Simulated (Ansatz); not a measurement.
**One shape, several levels: HCl (hydrogen chloride)**

Aim: a comparison of 6 runs (B3LYP/3-21G, UPBE/3-21G, r2SCAN/3-21G, BLYP/6-31G*, UPBE/6-31G*, CCSDT/3-21G) of HCl (hydrogen chloride). 

The calculation is run with Ansatz 0.2.0.

56 further runs of the same task are left out: 2 that didn't finish, 54 set aside as unsound or not needed.

## Step 1: The system as given

HCl has 2 atoms, charge 0, and is taken as a singlet. SMILES: `Cl`. The H2–Cl1 distance was set to 1.918 Å, away from the relaxed value.

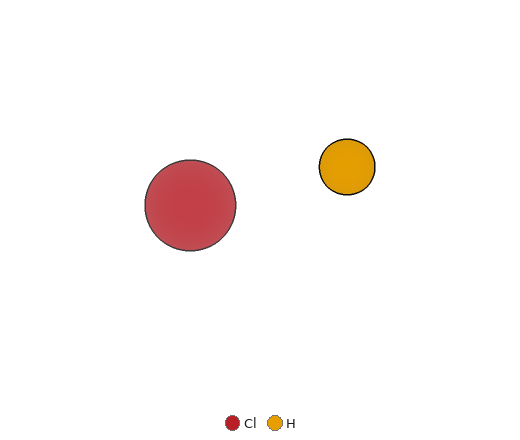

The structure, seen from a chosen angle (chlorine red, hydrogen amber).

## Step 2: The energy at B3LYP/3-21G (run 1)

job.yaml reads:

```yaml
crystal:
  periodic: [false, false, false]
  atoms:
    - {symbol: Cl, position_ang: [1.092011, -0.357004, 0.561606]}
    - {symbol: H, position_ang: [-0.546000, 0.178500, -0.280800]}
basis:
  gaussian:
    orbitals: 3-21G.json
accuracy: high
hamiltonian:
  xc: {name: B3LYP}
total_charge: 0
```

The basis set 3-21G is read from a file made from the Basis Set Exchange's data (not shown).

Command:

```
$ ansatz run job.yaml --threads 1 --pin off --max-ram 2610MiB --events-out events.jsonl --progress --plain --runs-dir runs
```

What it wrote:

```text
Warning: RAYON_NUM_THREADS=1 ignored (pool sized by the plan → 1); use --threads N
Functional definition: B3LYP
  name "B3LYP"
  parameter a0 = 0.2
  parameter ax = 0.72
  parameter ac = 0.81
  exchange = (1 - a0 - ax)*slater_x + ax*b88_x + a0*exact_x
  correlation = (1 - ac)*vwn_rpa_c + ac*lyp_c
255 factors; integrals over basis functions are off by at most 3.2e-9 eV
mean field evaluation 1: about -12475.6356 eV, gradient 1.6e1 eV
mean field evaluation 2: about -12472.4535 eV, gradient 3.3e1 eV
mean field evaluation 4: about -12477.0059 eV, gradient 4.9e-1 eV
mean field evaluation 8: about -12477.0055 eV, gradient 2.3e-4 eV
mean field -12477.00548862 eV, -458.5214944888 hartree, gradient 4.0e-8 eV, S^2 0.000000; 0 other end points of the search recorded, 0 dependent functions left out
reference -12477.00551302 eV, -458.5214953855 hartree; 9, 9 occupied and 6, 6 virtual orbitals, 255 factors
Total energy: -12477.00551302 eV, -458.5214953855 hartree
```

Run time: 0.34 s. Hardware: 1 thread of Arm Neoverse V2, shared host.

## Step 3: The energy at UPBE/3-21G (run 2)

run.yaml reads:

```yaml
crystal:
  periodic: [false, false, false]
  atoms:
    - {symbol: Cl, position_ang: [1.092011, -0.357004, 0.561606]}
    - {symbol: H, position_ang: [-0.546000, 0.178500, -0.280800]}
basis:
  gaussian:
    orbitals: 3-21G.json
magnetization:
  spin_polarized: true
hamiltonian:
  xc: {name: PBE}
accuracy: high
```

The basis set 3-21G is read from a file made from the Basis Set Exchange's data (not shown).

Command:

```
$ ansatz run run.yaml --threads 1 --pin off --max-ram 2610MiB --events-out events.jsonl --progress --plain --runs-dir runs
```

What it wrote:

```text
Warning: RAYON_NUM_THREADS=1 ignored (pool sized by the plan → 1); use --threads N
Functional definition: PBE
  name "PBE"
  parameter kappa = 0.804
  parameter beta = 0.06672455060314922
  exchange = pbe_x(kappa = kappa, mu = beta*pi^2/3)
  correlation = pbe_c(beta = beta)
255 factors; integrals over basis functions are off by at most 3.2e-9 eV
mean field evaluation 1: about -12470.0429 eV, gradient 1.2e1 eV
mean field evaluation 2: about -12463.3642 eV, gradient 2.9e1 eV
mean field evaluation 4: about -12471.2995 eV, gradient 7.2e-1 eV
mean field evaluation 8: about -12471.3056 eV, gradient 1.1e-3 eV
mean field evaluation 16: about -12471.3056 eV, gradient 6.4e-8 eV
mean field -12471.30563413 eV, -458.3120286997 hartree, gradient 6.4e-8 eV, S^2 0.000000; 0 other end points of the search recorded, 0 dependent functions left out
reference -12471.30563577 eV, -458.3120287600 hartree; 9, 9 occupied and 6, 6 virtual orbitals, 255 factors
Total energy: -12471.30563577 eV, -458.3120287600 hartree
```

Wall time 0.5 s (1 thread of Arm Neoverse V2, shared host).

Runs 3 to 4 aren't shown in full; the table further down has their settings and results.

## Step 4: A single-point energy at UPBE/6-31G(d) (spherical functions) (run 5)

input.yaml reads:

```yaml
crystal:
  periodic: [false, false, false]
  atoms:
    - {symbol: Cl, position_ang: [1.092011, -0.357004, 0.561606]}
    - {symbol: H, position_ang: [-0.546000, 0.178500, -0.280800]}
basis:
  gaussian: {orbitals: 6-31G_st_-spherical.json}
magnetization: {spin_polarized: true}
hamiltonian: {xc: pbe}
accuracy: high
```

The basis set 6-31G* is read from a file made from the Basis Set Exchange's data (not shown).

Command:

```
$ ansatz run input.yaml --threads 1 --pin off --max-ram 2610MiB --events-out events.jsonl --progress --plain --runs-dir runs
```

What it wrote, shortened:

```text
Warning: RAYON_NUM_THREADS=1 ignored (pool sized by the plan → 1); use --threads N
[... 6 set-up lines as earlier in the session ...]
319 factors; integrals over basis functions are off by at most 3.1e-9 eV
mean field evaluation 1: about -12529.8843 eV, gradient 1.1e1 eV
mean field evaluation 2: about -12523.7094 eV, gradient 2.8e1 eV
mean field evaluation 4: about -12530.9808 eV, gradient 6.7e-1 eV
mean field evaluation 8: about -12530.9827 eV, gradient 2.4e-4 eV
mean field evaluation 16: about -12530.9827 eV, gradient 3.3e-8 eV
mean field -12530.98265886 eV, -460.5051189080 hartree, gradient 3.3e-8 eV, S^2 0.000000; 0 other end points of the search recorded, 0 dependent functions left out
reference -12530.98266066 eV, -460.5051189741 hartree; 9, 9 occupied and 11, 11 virtual orbitals, 319 factors
Total energy: -12530.98266066 eV, -460.5051189741 hartree
```

It took 0.64 s on 1 thread of Arm Neoverse V2, shared host.

## Step 5: The energy at CCSDT/3-21G (run 6)

in.yaml reads:

```yaml
crystal:
  periodic: [false, false, false]
  atoms:
    - {symbol: Cl, position_ang: [1.092011, -0.357004, 0.561606]}
    - {symbol: H, position_ang: [-0.546000, 0.178500, -0.280800]}
basis:
  gaussian:
    orbitals: 3-21G.json
correlation:
  method: ccsdt
  frozen_orbitals: {Cl: 5, H: 0}
accuracy: high
scf:
  omitted_lower_state_checks: [cluster_reference, increment]
```

The basis set 3-21G is read from a file made from the Basis Set Exchange's data (not shown).

Command:

```
$ ansatz run in.yaml --threads 1 --pin off --max-ram 2610MiB --events-out events.jsonl --progress --plain --runs-dir runs
```

What it wrote:

```text
Warning: RAYON_NUM_THREADS=1 ignored (pool sized by the plan → 1); use --threads N
[... 11 lines left out ...]
5 core orbitals not correlated: weight in the atoms' cores, before any rotation towards them, 1.000 or more for the frozen orbitals, at most 0.000 for the correlated occupied ones
[... 24 lines left out ...]
Total energy: -12459.41331918 eV, -457.8749941862 hartree
Checks for a lower state left out: cluster_reference, increment
```

It took 0.22 s on 1 thread of Arm Neoverse V2, shared host.

## Step 6: All runs side by side

| run | level | frozen core orbitals | energy (Eh) | wall time |
| --- | --- | --- | --- | --- |
| 1 | B3LYP/3-21G | – | -458.521495 | 0.34 s |
| 2 | UPBE/3-21G | – | -458.312029 | 0.5 s |
| 3 | r2SCAN/3-21G | – | -458.447666 | 0.86 s |
| 4 | BLYP/6-31G* (spherical functions) | – | -460.693795 | 0.42 s |
| 5 | UPBE/6-31G* (spherical functions) | – | -460.505119 | 0.64 s |
| 6 | CCSDT/3-21G | 5 | -457.874994 | 0.22 s |

## Step 7: What came out

| quantity | value |
| --- | --- |
| run 6: total energy | -457.87499 Eh |
| run 6: correlation energy (5 core orbitals frozen) | -87.8 mEh |
| run 6: T1 diagnostic | 0.017 |

What this shows: Totals of different functionals can't be ranked against each other. In run 6 the log says that unrestricted orbitals would lower the reference, so the values rest on an unstable closed-shell determinant (other closed-shell runs at this shape may share the fault). All runs together took 3 s, the longest 0.86 s.
